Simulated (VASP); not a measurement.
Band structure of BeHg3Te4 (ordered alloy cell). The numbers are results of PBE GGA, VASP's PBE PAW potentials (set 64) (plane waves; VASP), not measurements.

Unless said otherwise, spin-orbit coupling is left out, though it shifts the bands of the heavy elements here.

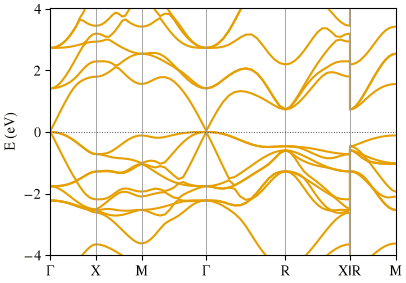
Figure. Bands along high-symmetry lines, zero at the valence-band maximum or, without a gap, the Fermi level

Read the plot: is there a gap, and where are the band edges?

The gap is direct, 0.04 eV, from the valence maximum at Γ to the conduction minimum at Γ. (Edges off the drawn lines would not show.)

The structure was generated: BeHg3Te4 was put into an ordered model structure (P-43m), which need not be its known phase. It was relaxed first, which changed the volume by +7 %.
